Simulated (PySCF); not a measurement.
CH$_{6}$ClNSi$_{2}$ (SMILES [SiH3]N([SiH3])[C]Cl)

```xyz
11

C    -0.5842    1.9445    0.1205
Cl    0.8094    3.0609    0.0863
N    -0.1374    0.6986    0.1766
Si   -1.4525   -0.5372    0.2197
Si    1.6056    0.1710    0.2178
H    -2.7586    0.1590    0.1615
H    -1.2526   -1.4452   -0.9462
H    -1.2932   -1.3190    1.4796
H     1.4916   -1.3162    0.2817
H     2.3034    0.5691   -1.0310
H     2.2772    0.6770    1.4418
```

Geometry: PBE0-D3(BJ)/def2-SVP.

Level of theory: PySCF, PBE0/pcSseg-2, SCF density, gas phase, non-relativistic.

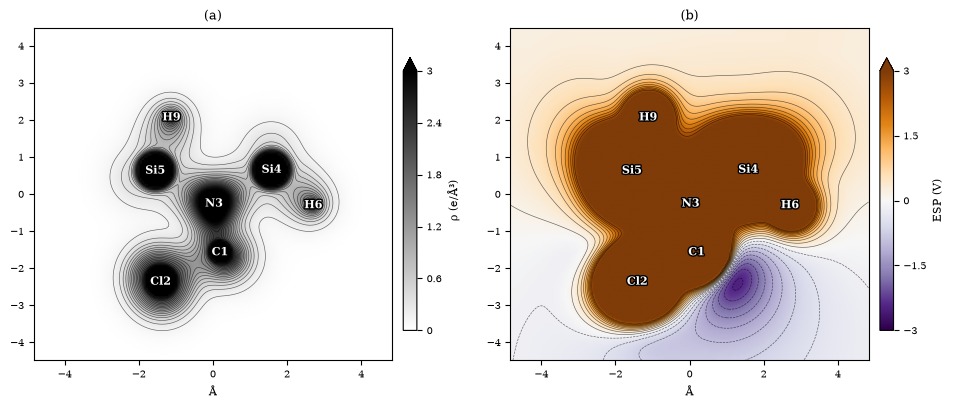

Figure 1. (a) electron density; (b) molecular electrostatic potential on the plane of atoms C1, N3 and Si4.

Q: Interpret the plot.

A: Atoms in the plane: C, Cl, N, Si and H. C–N (1.32 Å): ρ at the midpoint is about 2.5 e/Å³. C–Cl (1.79 Å): the density is about 1.3 e/Å³ at the midpoint. Si–N (1.81 Å): the density is about 0.98 e/Å³ at the midpoint. Si–H (1.48 Å): ρ is about 0.85 e/Å³ halfway. Outside the dense part of the molecule the potential is most negative (−2.5 V) near C1.

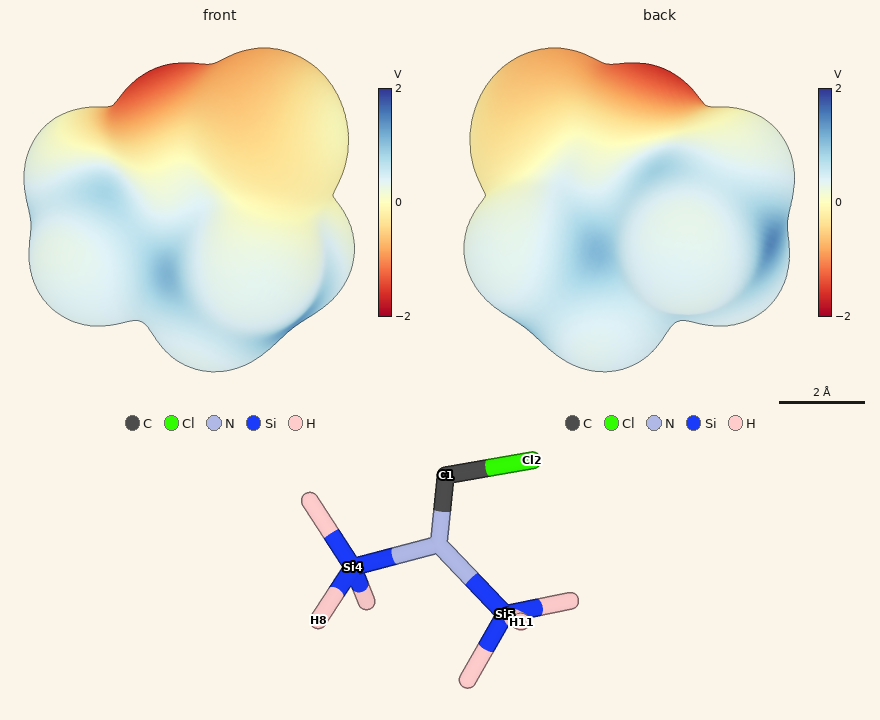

Figure 2. The molecular electrostatic potential painted on the density surface at 0.001 e/bohr³, seen from the front and from behind; red is negative and blue positive. The bare structure is drawn below in the same view.

Q: Where is the surface potential most negative and most positive?

A: The most negative region (about −1.5 V) lies over C1, the most positive (about +1.3 V) over Si4 and Si5.
